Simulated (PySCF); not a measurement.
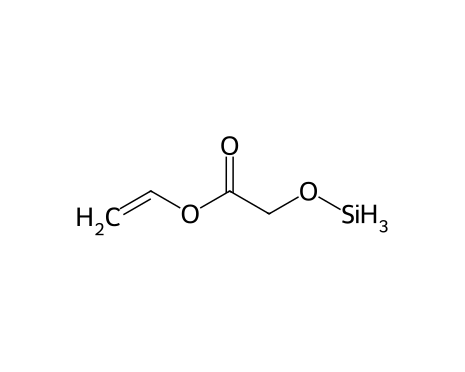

Simulated data, not a measurement (program: PySCF).

A structural formula.

> Transcribe the drawing into SMILES.

C=COC(=O)CO[SiH3]

> Give the formula, hydrogens included.

C4H8O3Si.
